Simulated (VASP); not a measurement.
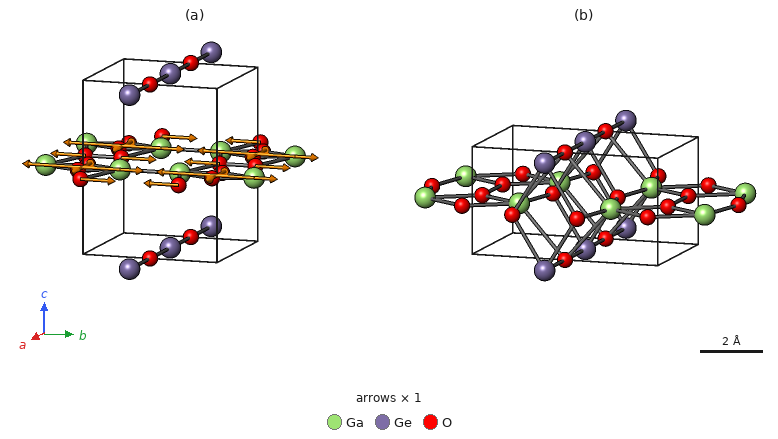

The structure of crystalline Ga2GeO5 (a generated structure, set up in Pmmm) before (left) and after (right) a relaxation, at one scale. The orange arrows give the displacements (the part carried along by the change of the cell is left out), at their true length.

A ball-and-stick model of the cell of the calculation, seen slightly off an axis.

The run lets cell and atoms move.

Method: Kohn-Sham DFT of a periodic cell, PBE, VASP PAW PBE potentials, recommended in VASP.

The input:
```
SYSTEM = Ga2GeO5
PREC = Normal
ENCUT = 520
EDIFF = 1E-4
ISMEAR = 0
SIGMA = 0.15
LREAL = .FALSE.
LASPH = .TRUE.
NELM = 60
ALGO = Fast
ISIF = 3
LWAVE = .FALSE.
LCHARG = .FALSE.
GGA = PE
IBRION = 2
NSW = 24
EDIFFG = -0.08
```

Command:
```bash
cat potpaw_PBE.64/Ga_d/POTCAR potpaw_PBE.64/Ge_d/POTCAR potpaw_PBE.64/O/POTCAR > POTCAR
mpirun -np 1 vasp_std > vasp.out
```

What changed between the two?

Answer. The relaxation stopped without meeting its thresholds, so the last structure isn't shown to be converged. The largest moves relative to the cell, 3.39 Å, are those of Ga atoms. By element the largest moves are Ga 3.39 Å, O 1.52 Å. Ge stays in place. The volume changes by −15.0 %, with a 4.100 → 4.077 Å (−0.6 %), b 4.625 → 6.402 Å (+38.4 %), c 5.770 → 3.563 Å (−38.3 %). Among the contacts that change: Ga–Ga 2.065 → 9.642 Å, O–O 5.118 → 2.048 Å, O–O 1.241 → 4.169 Å, Ga–O 4.608 → 2.382 Å. New bonds form, among them: Ga–O (2.80 → 2.09 Å), Ge–O (3.34 → 2.10 Å). Bonds break, among them: Ga–O (2.15 → 4.23 Å), O–O (1.02 → 2.03 Å), O–O (1.24 → 4.17 Å). Among the angles between lasting bonds that change: Ga–O–Ga 136.7° → 115.9°. The space group stays Pmmm (No. 47). The energy falls by 5702 meV per atom in 23 geometry steps. The largest force component goes from 60 to 1.1 eV/Å. The pressure goes from 150.96 to 1.44 GPa. At step 2 the optimiser overshot: the energy rose above the start, and later steps came back. The volume changes by over a tenth within one run on a fixed set of plane waves, so the end point should be relaxed again from the new cell. It ran on 1 thread of Intel(R) Xeon(R) Platinum 8488C (Sapphire Rapids) (shared host).
